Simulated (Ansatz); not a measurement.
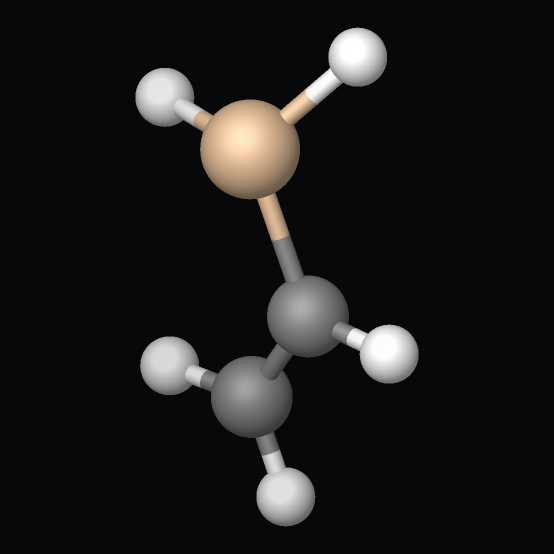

Rendered structure (ball-and-stick style). Colours: carbon grey, silicon light orange, hydrogen white.

Charge 0, doublet. The geometry was computed by an optimisation with PBE0-D4/def2-TZVP.

Identify the structure.

Formula C2H5Si. SMILES: `C=C[SiH2]`. It has no ring. Among its groups: alkene, Si–H bond. This geometry has C1 symmetry. It is an open-shell species. Coordination: 2 C trigonal planar; 1 Si trigonal pyramidal.

The parts below concern this one geometry. Atoms keep their numbers from picture to picture.

### Geometry

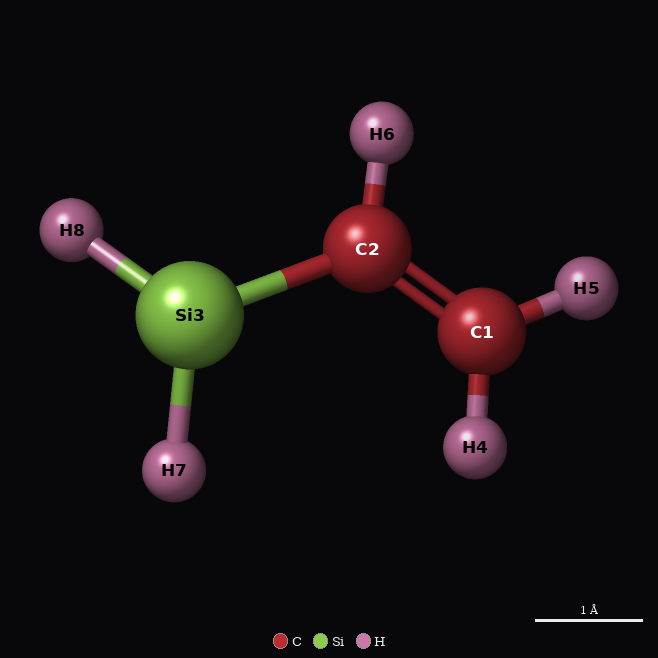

Numbered structure.

Give these bond angles: C2–C1–H4, C2–C1–H5, H4–C1–H5, C1–C2–Si3, C1–C2–H6, Si3–C2–H6, C2–Si3–H7, C2–Si3–H8, H7–Si3–H8.

```tsv
angle	degrees
C2–C1–H4	121.8
C2–C1–H5	122.0
H4–C1–H5	116.2
C1–C2–Si3	124.1
C1–C2–H6	118.0
Si3–C2–H6	117.8
C2–Si3–H7	112.1
C2–Si3–H8	113.3
H7–Si3–H8	112.2
```

### Levels of theory compared

Program: Ansatz 0.2.0.

Compare dipole (D), HOMO energy (eV) at these levels: B3LYP-D4/def2-TZVPP; PBE-D4/def2-TZVPP; r2SCAN-D4/def2-TZVPP; ωB97M-V/def2-TZVPP.

| level | dipole (D) | HOMO energy (eV) |
| --- | --- | --- |
| B3LYP-D4/def2-TZVPP | 0.70 | −5.47 |
| PBE-D4/def2-TZVPP | 0.69 | −4.76 |
| r2SCAN-D4/def2-TZVPP | 0.69 | −5.08 |
| ωB97M-V/def2-TZVPP | 0.71 | −7.44 |

### Vibrations

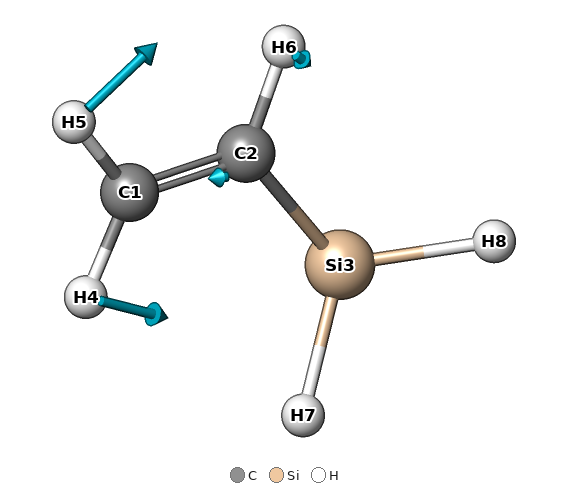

The arrows show one normal mode. Harmonic vibrations computed with UKS PBE0-D4/def2-TZVP (Ansatz 0.2.0) at a stationary point of the same level.

At what wavenumber does it lie?

1424 cm⁻¹; it is mode 12 of 18 counted from the lowest.

### Charges

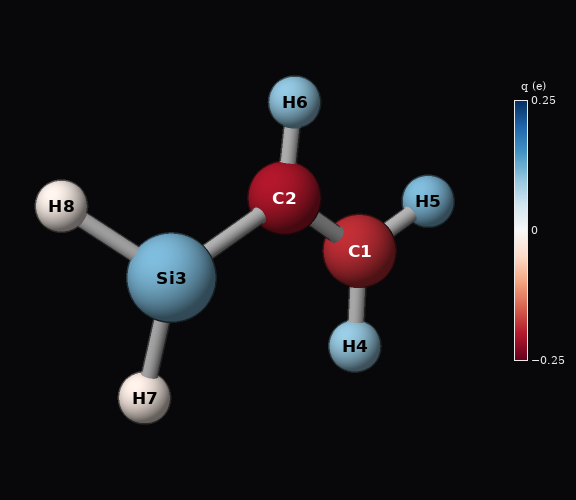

Atoms are coloured by their Mulliken charges. Method: UKS ωB97M-V/def2-TZVPP (Ansatz 0.2.0).

Which atom carries the highest charge (most positive or least negative)?

Si3, H5 (0.11 e).

And the lowest?

C2 (−0.20 e).

Give the Mulliken charges atom by atom.

| atom | value (e) |
| --- | --- |
| C1 | −0.19 |
| C2 | −0.20 |
| Si3 | 0.11 |
| H4 | 0.10 |
| H5 | 0.11 |
| H6 | 0.10 |
| H7 | −0.02 |
| H8 | −0.02 |

Mulliken values depend strongly on the basis set and can even reverse the polarity of a bond.
